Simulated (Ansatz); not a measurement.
## Single-point calculation of B2SiH6

System: B2SiH6, SMILES BB[SiH3].
Method: RKS PBE0-D4/def2-TZVPP (Ansatz 0.2.0).

The geometry comes from this level: PBE0-D4/def2-TZVP.

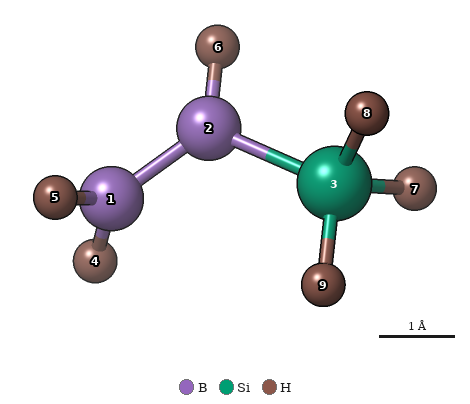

Fig. 1: The input geometry (ball-and-stick view, seen at a tilt; atoms are numbered from 1 in the order of the input). Bond lengths as drawn: B–B 1.61 Å, B–H 1.20 Å, B–Si 2.03 Å and H–Si 1.49 Å.

Results in brief

```json
{"quantity": "outcome", "value": "converged"}
{"quantity": "total energy", "value": "−9321.2124 eV"}
{"quantity": "mean-field energy", "value": "−9321.0956 eV"}
{"quantity": "dispersion energy", "value": "−0.1168 eV"}
{"quantity": "SCF solution under orbital rotations", "value": "stable"}
{"quantity": "HOMO", "value": "−8.01 eV"}
{"quantity": "LUMO", "value": "−2.17 eV"}
{"quantity": "hardware", "value": "2 threads of INTEL XEON PLATINUM @ 2.10GHz, 23 GiB of memory available, shared host"}
{"quantity": "wall time", "value": "1.6 s (CPU time 2.8 s)"}
{"quantity": "peak memory", "value": "0.37 GiB"}
```

Input
```yaml
crystal:
  periodic: [false, false, false]
  atoms:
    - {symbol: B, position_ang: [-1.223492, 0.956186, -0.749963]}
    - {symbol: B, position_ang: [0.327521, 0.568608, -0.579942]}
    - {symbol: Si, position_ang: [0.742637, -0.902988, 0.748655]}
    - {symbol: H, position_ang: [-1.939692, 0.375726, -1.519536]}
    - {symbol: H, position_ang: [-1.755695, 1.764263, -0.038719]}
    - {symbol: H, position_ang: [1.280647, 1.033506, -1.134736]}
    - {symbol: H, position_ang: [1.445531, -2.005386, 0.033436]}
    - {symbol: H, position_ang: [1.656729, -0.356483, 1.791138]}
    - {symbol: H, position_ang: [-0.445686, -1.479731, 1.432468]}
basis:
  gaussian: {orbitals: def2-TZVPP}
hamiltonian: {xc: pbe0, dispersion: d4}
output: {orbitals: {seedname: orbitals}}
```

Launch command:
```bash
ansatz run in.yaml --threads 2 --pin off --events-out ev --progress --plain --max-ram 4352MiB
```

What the program printed
```
Functional definition: PBE0
  name "PBE0"
  cite "Adamo & Barone, J. Chem. Phys. 110, 6158 (1999) doi:10.1063/1.478522"
  cite "Perdew, Burke & Ernzerhof, Phys. Rev. Lett. 77, 3865 (1996) doi:10.1103/PhysRevLett.77.3865"
  parent pbe
  parameter a = 0.25
  parameter kappa = 0.804
  parameter beta = 0.06672455060314922
  exchange = (1 - a)*pbe_x(kappa = kappa, mu = beta*pi^2/3) + a*exact_x
  correlation = pbe_c(beta = beta)
983 factors; their error is unknown
mean field evaluation 1: about -9319.1909 eV, gradient 2.4e1 eV
mean field evaluation 2: about -9319.8947 eV, gradient 1.8e1 eV
mean field evaluation 4: about -9321.0863 eV, gradient 6.0e-1 eV
mean field evaluation 8: about -9321.0954 eV, gradient 3.3e-1 eV
mean field -9321.09555116 eV, -342.5439434396 hartree, gradient 4.9e-5 eV, S^2 0.000000; 0 other end points of the search recorded, 0 dependent functions left out
reference -9321.09558702 eV, -342.5439447576 hartree; 15, 15 occupied and 173, 173 virtual orbitals, 983 factors
Total energy: -9321.21241517 eV, -342.5482381129 hartree
```

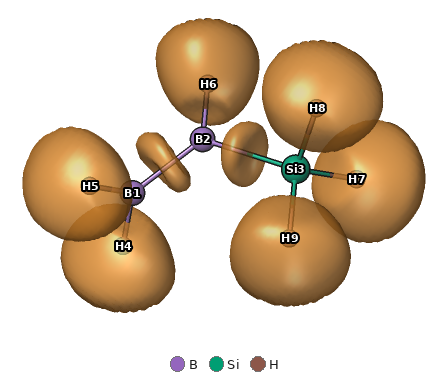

Fig. 2: Isosurface of the electron localisation function at 0.9 (orange), seen at a tilt. Only the valence region is drawn (cores and ρ < 0.01 e/Å³ removed). Along the contacts the grid gives the following. Si–B (2.03 Å): the ELF peaks at about 1 between the atoms, which marks a covalent bond.

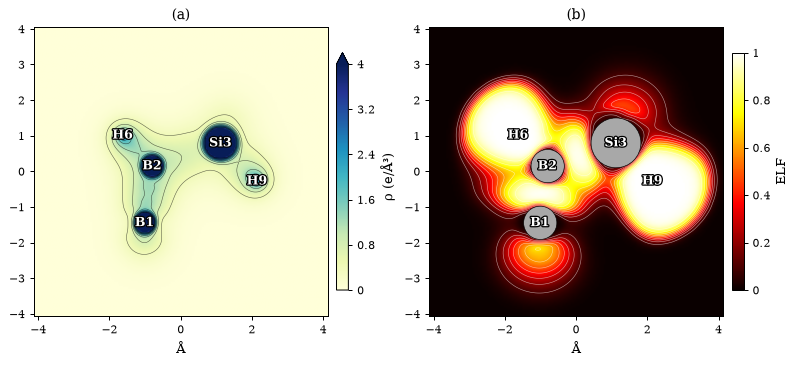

Fig. 3: (a) electron density; (b) electron localisation function on the plane of atoms Si3, B2 and H6. Grey discs, where drawn, cover atomic cores. B–B (1.61 Å): ρ at the midpoint is about 1.2 e/Å³; the ELF peaks at about 1 between the atoms (a shared electron pair). B–H (1.20 Å): ρ at the midpoint is about 1.2 e/Å³; the ELF climbs to about 1 towards the hydrogen, as it does in any bond to H (a covalent bond by its length). Si–H (1.49 Å): ρ is about 0.8 e/Å³ halfway; the ELF climbs to about 1 towards the hydrogen.

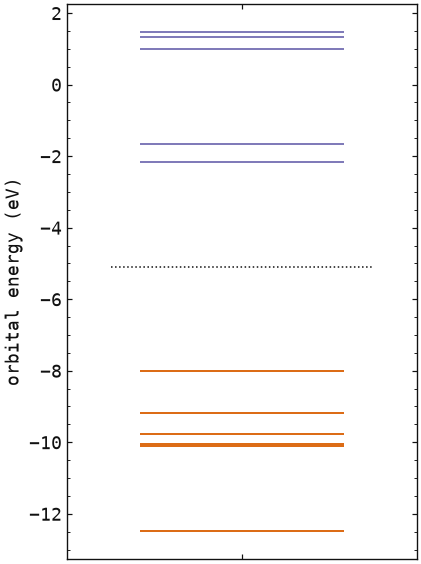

Fig. 4: Orbital energies near the frontier; the dotted line parts filled from empty levels, and levels within 0.02 eV of each other stand side by side. Highest filled −8.01 eV, lowest empty −2.17 eV, 5.84 eV apart.
